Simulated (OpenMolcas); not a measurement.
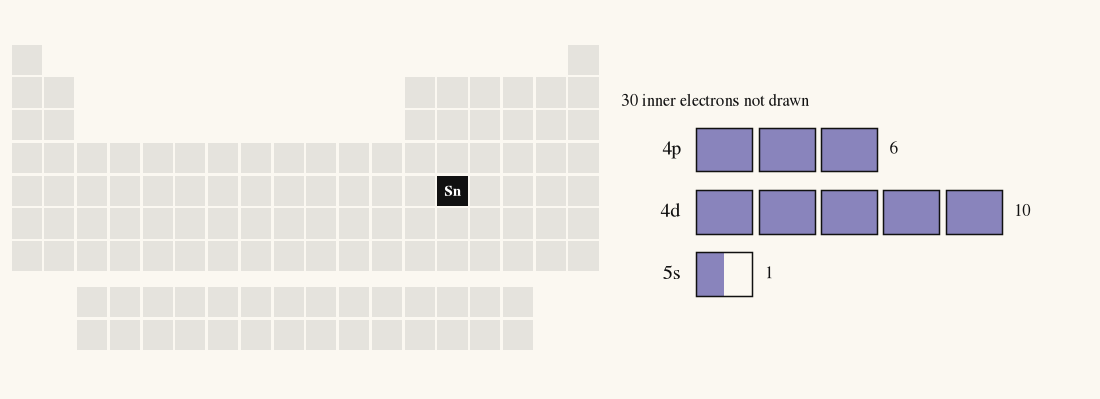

*Left, the place of tin in the periodic table; right, the outer shells of the leading configuration of the lowest level: a box for each of the 2l + 1 orbitals, shaded by the share of the shell that is filled, with the electron count at the right.*

**Run report: Sn³⁺, multiconfigurational calculation**

Sn³⁺. Computed at this level: state-averaged RASSCF, active space 1 electron in the shells 5s 5p 5d; RAS3 5d with at most 1 electron, basis ANO-RCC-VDZP, DKH2 scalar Hamiltonian, spin-orbit coupling by RASSI with atomic mean-field integrals (OpenMolcas).

### Summary

- outcome: converged
- lowest level: 5s ²S₁/₂
- first excited level: 5p ²P°₁/₂, 67,156 cm⁻¹ (measured: 69,564)
- energy of the lowest spin-free term: −6170.63814 hartree
- energy of the lowest spin-orbit level: −6170.63814 hartree
- largest spread among components of a term: 0.0 cm⁻¹
- hardware: 1 thread of Arm Neoverse V1, 24 GiB of memory available, shared host
- wall time: 7.4 s

### Remarks

Caveats: extra active shells serve correlation only, their own levels not computed; small basis contracted for the neutral atom, rough for a high charge.

### Input
```
&GATEWAY
Coord
1

Sn 0.0 0.0 0.0
Basis=ANO-RCC-VDZP
Group=XYZ
NoMove
AngMom=0.0 0.0 0.0
AMFI
&SEWARD
&RASSCF
FileOrb=start.orb
Symmetry=1
Spin=2
nActEl=1 0 0
Inactive=14 9
Ras2=1 3
CIRoot=1 1 1
SDav=1
CIMx=300
Iter=120 100
PrWF=0.3
OrbListing=Nothing
MaxOrb=0
Atom
>>> COPY $Project.JobIph JOBPRE
&RASSCF
FileOrb=start.orb
Symmetry=1
Spin=2
nActEl=1 0 1
Inactive=14 9
Ras2=1 3
Ras3=5 0
CIRoot=1 1 1
SDav=6
CIMx=300
Iter=120 100
PrWF=0.3
OrbListing=Nothing
MaxOrb=0
Thrs=2.0e-7 1.0e-1 5.0e-4
Atom
>>> COPY $Project.JobIph JOB001
&RASSCF
FileOrb=start.orb
Symmetry=2
Spin=2
nActEl=1 0 1
Inactive=14 9
Ras2=1 3
Ras3=5 0
CIRoot=3 3 1
SDav=3
CIMx=300
Iter=120 100
PrWF=0.3
OrbListing=Nothing
MaxOrb=0
Thrs=2.0e-7 1.0e-1 5.0e-4
Atom
>>> COPY $Project.JobIph JOB002
&RASSI
NrOfJobIphs=2 1 3
1
1 2 3
IphNames
JOB001
JOB002
EJob
SpinOrbit
DIPRint=1.0
SOCoupling=1000.0
Subsets=2
MEES
Property=10
'ANGMOM' 1 'ANGMOM' 2 'ANGMOM' 3 'MLTPL  1' 1 'MLTPL  1' 2 'MLTPL  1' 3
'AMFI' 1 'AMFI' 2 'AMFI' 3 'MLTPL  2' 6
SOProperty=3
'ANGMOM' 1 'ANGMOM' 2 'ANGMOM' 3
```

The file start.orb holds starting orbitals from an earlier step. A driver script formed the levels outside the program, from RASSI's spin-orbit matrix and the active-space energies, averaged over the components of each term or state.

Command:
```bash
OMP_NUM_THREADS=1 MOLCAS_MEM=2252 MOLCAS_PROJECT=a pymolcas a.inp > a.log  # once for each step of the input, in one work folder
```

### Output (extracts)
```
--- SEWARD ---
Basis set label: SN.ANO-RCC...6S5P3D1F.

      Electronic valence basis set:
      ------------------
      Associated Effective Charge  50.000000 au
      Associated Actual Charge     50.000000 au
      Nuclear Model: Point charge

      Shell  nPrim  nBasis  Cartesian Spherical Contaminant
         s      22       6        X
         p      19       5        X
         d      13       3                 X
         f       5       1                 X
                  Relativistic Douglas-Kroll-Hess integrals:
                    - DKH order of Hamiltonian: 2
                    - DKH order of Properties : 0
                  Atomic mean-field integrals
--- RASSCF ---
Wave function specifications:
      -----------------------------

      Number of closed shell electrons          46
      Number of electrons in active shells       1
      Max number of holes in RAS1 space          0
      Max nr of electrons in RAS3 space          1
      Number of inactive orbitals               23
      Number of active orbitals                  9
      Number of secondary orbitals              11
      Spin quantum number                      0.5
      State symmetry                             1
Orbital specifications:
      -----------------------

      Symmetry species                           1   2
                                                ag  au
      Frozen orbitals                            0   0
      Inactive orbitals                         14   9
      Active orbitals                            6   3
      RAS1 orbitals                              0   0
      RAS2 orbitals                              1   3
      RAS3 orbitals                              5   0
      Secondary orbitals                         1  10
      Deleted orbitals                           0   0
      Number of basis functions                 21  22
      Number of CSFs                             6
      Number of root(s) required                 1
      Iter CI   SX   CI       RASSCF       Energy    max ROT     max BLB   max BLB  Level Ln srch  Step   QN
          iter iter root      energy       change     param      element    value   shift minimum  type update
 Nr of preliminary CI iterations:   1
 ###############################################################################
 ###############################################################################
 ###                                                                         ###
 ###                                                                         ###
 ###    WARNING: Problems in orbital optimization.                           ###
 ###                                                                         ###
 ###                                                                         ###
 ###############################################################################
 ###############################################################################
  Warning: In symmetry  1, orbital p=  16 has diagonal density matrix element D(p,p) close to zero. D(p,p)=  2.035096E-26
  Warning: In symmetry  1, orbital p=  17 has diagonal density matrix element D(p,p) close to zero. D(p,p)=  2.820146E-24
        ...
  Warning: In symmetry  2, orbital p=  10 has diagonal density matrix element D(p,p) close to zero. D(p,p)=  0.000000E+00
  Warning: In symmetry  2, orbital p=  11 has diagonal density matrix element D(p,p) close to zero. D(p,p)=  0.000000E+00
  Warning: In symmetry  2, orbital p=  12 has diagonal density matrix element D(p,p) close to zero. D(p,p)=  0.000000E+00
        4   1    1    1  -170.63813722    2.73E-12   0.00E+00    9  21 1  5.70E-08   0.50   0.00    SX    NO
      Convergence after  4 iterations
        5   1    1    1  -170.63813722   -1.09E-11   0.00E+00    9  21 1  5.70E-08   0.50   0.00    SX    NO
      Natural orbitals and occupation numbers for root  1
      sym 1:   1.000000   0.000000   0.000000   0.000000   0.000000   0.000000
      sym 2:   0.000000   0.000000   0.000000
::    RASSCF root number  1 Total energy:  -6170.63813722
--- RASSCF ---
Wave function specifications:
      -----------------------------

      Number of closed shell electrons          46
      Number of electrons in active shells       1
      Max number of holes in RAS1 space          0
      Max nr of electrons in RAS3 space          1
      Number of inactive orbitals               23
      Number of active orbitals                  9
      Number of secondary orbitals              11
      Spin quantum number                      0.5
      State symmetry                             2
Orbital specifications:
      -----------------------

      Symmetry species                           1   2
                                                ag  au
      Frozen orbitals                            0   0
      Inactive orbitals                         14   9
      Active orbitals                            6   3
      RAS1 orbitals                              0   0
      RAS2 orbitals                              1   3
      RAS3 orbitals                              5   0
      Secondary orbitals                         1  10
      Deleted orbitals                           0   0
      Number of basis functions                 21  22
      Number of CSFs                             3
      Number of root(s) required                 3
      Iter CI   SX   CI       RASSCF       Energy    max ROT     max BLB   max BLB  Level Ln srch  Step   QN
          iter iter root      energy       change     param      element    value   shift minimum  type update
 Nr of preliminary CI iterations:   1
 ###############################################################################
 ###############################################################################
 ###                                                                         ###
 ###                                                                         ###
 ###    WARNING: Problems in orbital optimization.                           ###
 ###                                                                         ###
 ###                                                                         ###
 ###############################################################################
 ###############################################################################
  Warning: In symmetry  1, orbital p=  15 has diagonal density matrix element D(p,p) close to zero. D(p,p)=  0.000000E+00
  Warning: In symmetry  1, orbital p=  16 has diagonal density matrix element D(p,p) close to zero. D(p,p)=  0.000000E+00
        ...
  Warning: In symmetry  1, orbital p=  18 has diagonal density matrix element D(p,p) close to zero. D(p,p)=  0.000000E+00
  Warning: In symmetry  1, orbital p=  19 has diagonal density matrix element D(p,p) close to zero. D(p,p)=  0.000000E+00
  Warning: In symmetry  1, orbital p=  20 has diagonal density matrix element D(p,p) close to zero. D(p,p)=  0.000000E+00
        4   1    2    0  -170.31320498   -1.82E-12   9.31E-08    9  15 1  8.37E-08   0.50   0.00    SX    NO
      Convergence after  4 iterations
        5   1    2    0  -170.31320498   -4.55E-12   9.31E-08    9  15 1  1.81E-08   0.50   0.00    SX    NO
      Natural orbitals and occupation numbers for root  1
      sym 1:   0.000000   0.000000   0.000000   0.000000   0.000000   0.000000
      sym 2:   1.000000   0.000000   0.000000
      Natural orbitals and occupation numbers for root  2
      sym 1:   0.000000   0.000000   0.000000   0.000000   0.000000   0.000000
      sym 2:   0.000000   0.000000   1.000000
      Natural orbitals and occupation numbers for root  3
      sym 1:   0.000000   0.000000   0.000000   0.000000   0.000000   0.000000
      sym 2:   0.000000   1.000000   0.000000
::    RASSCF root number  1 Total energy:  -6170.31320498
::    RASSCF root number  2 Total energy:  -6170.31320498
::    RASSCF root number  3 Total energy:  -6170.31320498
--- RASSI ---
SPIN-FREE ENERGIES:
  (Shifted by EMIN (a.u.) =      -6170.6381372207)

 SF State       Relative EMIN(au)   Rel lowest level(eV)    D:o, cm**(-1)      L_eff

     1             0.0000000000        0.0000000000              0.0000         0.0
     2             0.3249322410        8.8418567124          71314.3838         1.0
     3             0.3249322410        8.8418567124          71314.3838         1.0
     4             0.3249322410        8.8418567124          71314.3838         1.0
     Dipole printing threshold changed to   1.00000000E+00

++ Dipole transition strengths (spin-free states):
   -----------------------------------------------
     for osc. strength at least  1.00000000E+00

  ( Max oscillator strength is only   0.38595900711392833      )
--
Eigenvalues of complex Hamiltonian:
   -----------------------------------
  (Shifted by EMIN (a.u.) =      -6170.6381372207)

 SO State       Relative EMIN(au)   Rel lowest level(eV)    D:o, cm**(-1)     J-value

     1             0.0000000000        0.0000000000              0.0000         0.4
     2             0.0000000000        0.0000000000              0.0000         0.4
     3             0.3059870201        8.3263309913          67156.3884         0.4
     4             0.3059870201        8.3263309913          67156.3884         0.4
     5             0.3344048514        9.0996195730          73393.3815         1.3
     6             0.3344048514        9.0996195729          73393.3815         1.0
     7             0.3344048514        9.0996195730          73393.3815         1.3
     8             0.3344048514        9.0996195729          73393.3815         1.0
Weights of the five most important spin-orbit-free states for each spin-orbit state.

 SO State  Total energy (au)           Spin-free states, spin, and weights
 -------------------------------------------------------------------------------------------------------
    1         0.000000       1 0.5  1.0000    4 0.5  0.0000    3 0.5  0.0000    2 0.5  0.0000
    2         0.000000       1 0.5  1.0000    4 0.5  0.0000    3 0.5  0.0000    2 0.5  0.0000
    3         0.305987       3 0.5  0.3333    4 0.5  0.3333    2 0.5  0.3333    1 0.5  0.0000
    4         0.305987       3 0.5  0.3333    4 0.5  0.3333    2 0.5  0.3333    1 0.5  0.0000
    5         0.334405       3 0.5  0.5001    4 0.5  0.4999    2 0.5  0.0000    1 0.5  0.0000
    6         0.334405       2 0.5  0.6667    4 0.5  0.1667    3 0.5  0.1666    1 0.5  0.0000
    7         0.334405       3 0.5  0.5001    4 0.5  0.4999    2 0.5  0.0000    1 0.5  0.0000
    8         0.334405       2 0.5  0.6667    4 0.5  0.1667    3 0.5  0.1666    1 0.5  0.0000
 -------------------------------------------------------------------------------------------------------
```

### Spin-orbit levels, grouped by J and assigned

| Configuration | Level | E (eV) | LS purity (%) | Landé g |
| --- | --- | --- | --- | --- |
| 5s | ²S₁/₂ | 0 | 100 | 2.002 |
| 5p | ²P°₁/₂ | 8.326 | 100 | 0.666 |
| 5p | ²P°₃/₂ | 9.100 | 100 | 1.334 |

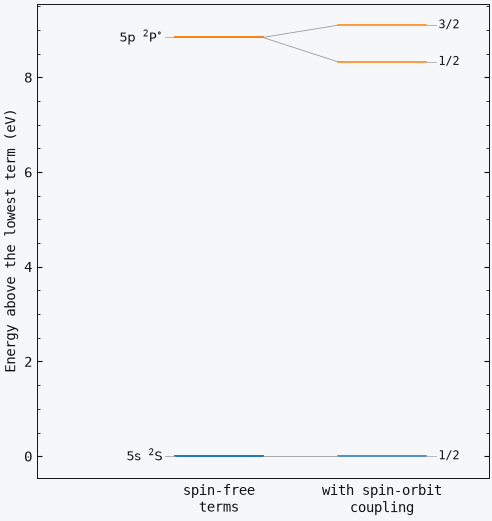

*Terms of Sn IV (Sn³⁺) without and with spin-orbit coupling; numbers at the right are J.*

5s ²S (at 0) gives the one level J = 1/2; 5p ²P° (at 8.84 eV) splits over 0.773 eV into J = 1/2, 3/2 from the bottom up (normal). The ground level lies 0 below the lowest term.
